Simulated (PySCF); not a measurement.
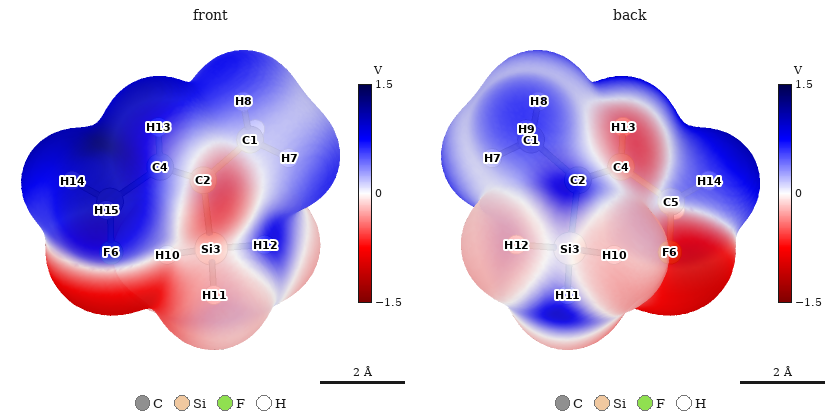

Figure. C4H9FSi. The electrostatic potential painted on the density surface at 0.002 e/bohr³, seen from the front and from behind; red is negative and blue positive.

Geometry: GFN2-xTB.

Method: PBE0/pcSseg-1, SCF density, gas phase, non-relativistic (PySCF).

```csv
atom,x (Å),y (Å),z (Å)
C,1.9782,0.1197,0.0884
C,0.4838,0.0110,0.0212
Si,-0.2146,-1.7544,0.0324
C,-0.2502,1.1146,-0.0413
C,-1.7388,1.2072,-0.1133
F,-2.3570,-0.0196,-0.1108
H,2.3460,-0.3563,0.9962
H,2.3092,1.1573,0.0782
H,2.4278,-0.4003,-0.7563
H,-0.9274,-2.0309,-1.2122
H,-1.0404,-1.9710,1.2177
H,0.9550,-2.6419,0.1091
H,0.2124,2.0973,-0.0437
H,-2.0520,1.7147,-1.0354
H,-2.1363,1.7606,0.7480
```

### Describe the electrostatic potential map.

The most negative region (about −1.0 V, or −23 kcal/mol for a unit charge) lies over F6, the most positive (about +1.2 V, or +28 kcal/mol for a unit charge) over C5.
